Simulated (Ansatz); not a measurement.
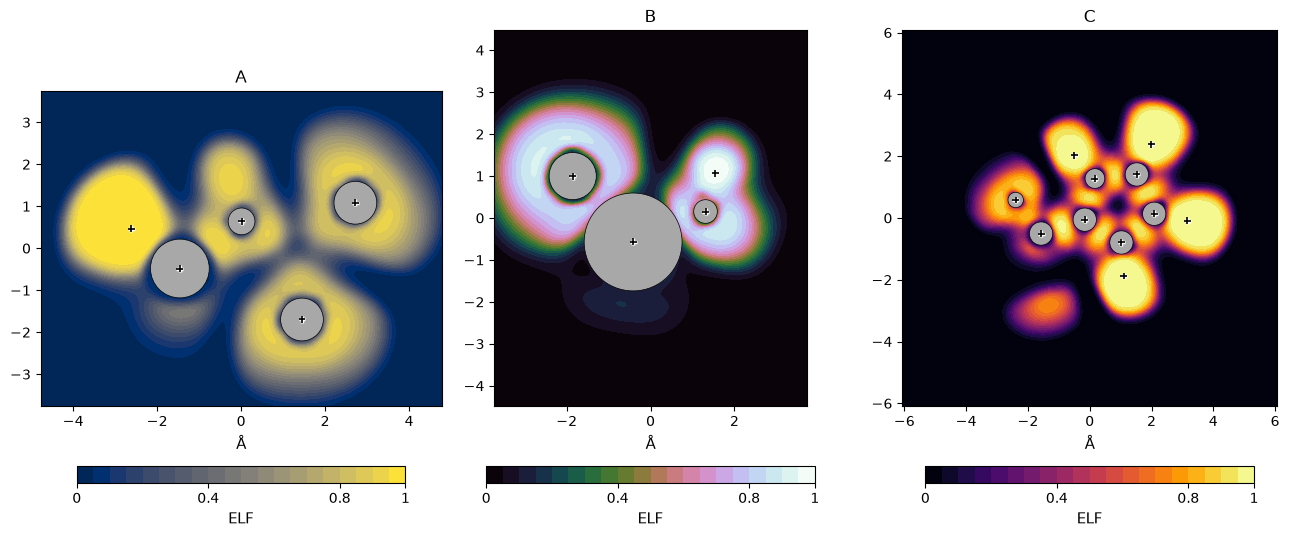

The electron localisation function of 3 systems, each on a plane through atoms (crosses mark nuclei in the plane; grey discs cover the cores).

Theory: isolated molecule in a Gaussian basis; Kohn-Sham density functional theory, functional PBE0 (Ansatz).

System 1: C$_{9}$H$_{8}$BiF$_{3}$NO$_{2}$ (SMILES CC1=CC(C(F)(F)c2ccc[nH]2)=[O+][Bi]([F])[O]1) (charge +1), the plane of atoms C5, C6 and C7. Geometry: r2SCAN-D4/def2-SVP; core potentials replace the inner electrons of Bi.

```yaml
atoms:
  - { symbol: C, position_ang: [2.6161, 2.9711, 0.3586] }
  - { symbol: C, position_ang: [1.1705, 2.6271, 0.3309] }
  - { symbol: C, position_ang: [0.6811, 1.5825, -0.4610] }
  - { symbol: C, position_ang: [-0.6607, 1.2499, -0.6698] }
  - { symbol: C, position_ang: [-1.0212, 0.0529, -1.5540] }
  - { symbol: C, position_ang: [-1.1598, -1.1215, -0.6583] }
  - { symbol: C, position_ang: [-2.0046, -1.3354, 0.4336] }
  - { symbol: C, position_ang: [-1.6946, -2.6111, 0.9495] }
  - { symbol: C, position_ang: [-0.6643, -3.1343, 0.1727] }
  - { symbol: Bi, position_ang: [-1.6360, 3.1146, 1.5612] }
  - { symbol: F, position_ang: [-2.1432, 0.3437, -2.2444] }
  - { symbol: F, position_ang: [-0.0139, -0.1717, -2.4451] }
  - { symbol: F, position_ang: [-1.2666, 1.5225, 2.7293] }
  - { symbol: N, position_ang: [-0.3408, -2.2176, -0.7819] }
  - { symbol: O, position_ang: [-1.7105, 1.8268, -0.1656] }
  - { symbol: O, position_ang: [0.4352, 3.3992, 1.0951] }
  - { symbol: H, position_ang: [3.2090, 2.3251, -0.2990] }
  - { symbol: H, position_ang: [2.7453, 4.0244, 0.0599] }
  - { symbol: H, position_ang: [2.9865, 2.8945, 1.3941] }
  - { symbol: H, position_ang: [1.4119, 1.0023, -1.0247] }
  - { symbol: H, position_ang: [-2.7597, -0.6432, 0.8006] }
  - { symbol: H, position_ang: [-2.1668, -3.1070, 1.7956] }
  - { symbol: H, position_ang: [-0.1519, -4.0935, 0.2275] }
  - { symbol: H, position_ang: [0.3346, -2.3451, -1.5283] }
```

System 2: H$_{2}$O$_{2}$S$_{2}$W (SMILES [OH][W]([OH])(=[S])=[S]), the plane of atoms O2, W5 and S4. Geometry: PBE0-D4/def2-SVP; core potentials replace the inner electrons of W.

```xyz
7

O    -2.3277   -3.1852   -0.1704
O    -0.4516   -3.6080    2.2467
S    -1.8891   -0.7075    1.9279
S     0.5984   -1.7668   -0.2516
W    -1.0463   -2.4004    0.9459
H    -3.2763   -3.0103   -0.1543
H     0.4030   -4.0553    2.2558
```

System 3: BCl$_{3}$H$_{5}$NSi (SMILES [SiH3][NH2+][B-](Cl)(Cl)Cl), the plane of atoms N5, Si6 and H7. Geometry: PBE0-D4/def2-SVP.

```xyz
11

B    -1.1070   -1.5507   -0.6029
Cl   -0.8258   -2.8911   -1.8361
Cl   -1.5176   -2.1875    1.0643
Cl   -2.2645   -0.2665   -1.1963
N     0.3253   -0.8240   -0.4440
Si    1.7584   -1.9805   -0.2776
H     2.7375   -1.2017    0.5334
H     2.2901   -2.2024   -1.6425
H     1.3138   -3.1957    0.4336
H     0.4423   -0.2181   -1.2632
H     0.2505   -0.1966    0.3633
```

**Which map belongs to which system?**

Panel A is system 3, BCl$_{3}$H$_{5}$NSi: the plane holds Cl, N, Si and H. Si–N (1.85 Å): the ELF peaks at about 0.95 between the atoms; a shared but strongly polarised pair. Panel B is system 2, H$_{2}$O$_{2}$S$_{2}$W: the plane holds O, S, W and H. W–O (1.87 Å): the ELF peaks at about 0.85 in the valence shell of O, 0.5 Å from its nucleus, and drops to about 0.25 between the two atoms. Panel C is system 1, C$_{9}$H$_{8}$BiF$_{3}$NO$_{2}$: the plane holds C, F, N and H. C–F (1.36 Å): the ELF peaks at about 0.85 between the atoms (a shared but strongly polarised pair).
